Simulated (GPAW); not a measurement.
# Surface energy and work function of Hf(0001) from slabs of 3 to 12 layers (LDA)

How do energy and work function of Hf(0001) films settle with thickness, and what surface energy follows?

Set-up. GPAW 26.7.0, plane waves at 450 eV with PAW setups; symmetric 1×1 slabs cut at the tabulated lattice constant (two decimals; low-temperature values for the alkali metals), atoms at bulk places, 7.5 Å of vacuum on each side, one in-plane mesh for all thicknesses, Fermi-Dirac smearing of 0.1 eV. Energies are extrapolated to zero smearing and count from the program's reference atoms. Functional LDA. The cell's area is 8.868 Å².

What came out, but for one run:

| layers | energy (eV) | work function (eV) |
| --- | --- | --- |
| 3 | −22.5539 | 4.50 |
| 4 | −30.8077 | 4.55 |
| 5 | −39.1023 | 4.56 |
| 6 | −47.3939 | 4.55 |
| 7 | −55.6861 | 4.55 |
| 8 | −63.9758 | 4.55 |
| 9 | −72.2677 | 4.55 |
| 10 | −80.5587 | 4.55 |
| 11 | −88.8497 | 4.55 |
| 12 | ? | ? |

**Question.** What surface energy do these runs give, and what energy and work function should the 12-layer slab have?

Worked answer. A slab of n layers has E(n) = nε + 2Aγ once its middle is bulk-like. A line through n = 6 to 11 has the slope ε = −8.2911 eV a layer and the intercept 2Aγ = 2.3524 eV (r.m.s. residual 0.4 meV). So γ = 2.3524 / (2 × 8.868 Å²) = 0.1326 eV/Å² = 2.13 J/m², with a standard error of under 0.01 J/m² from the scatter about the line. For 12 layers: 2.3524 + 12 × (−8.2911) = −97.141 eV; the run gives −97.141 eV, 0.2 meV under the line. The work function has no such law: from 6 to 11 layers it stays at 4.55 eV, and the 12-layer slab gives 4.55 eV. The thinnest slab, 3 layers, lies −0.05 eV from that mean.

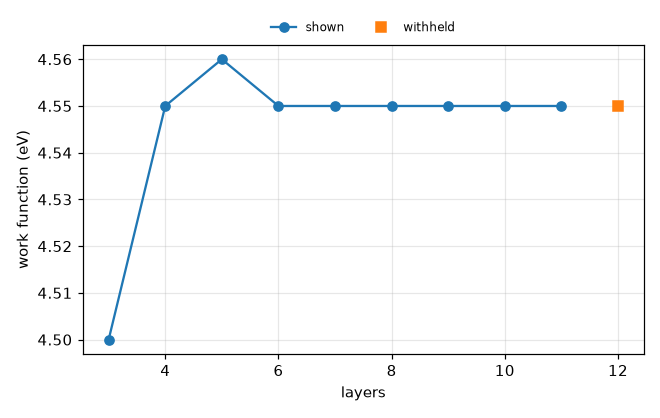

Work function against thickness.

Caveats: The surfaces are unrelaxed, so γ is an upper bound for this functional and lattice constant. The tabulated lattice constant isn't the functional's own, which strains the slab a little. Spin-orbit coupling is left out.
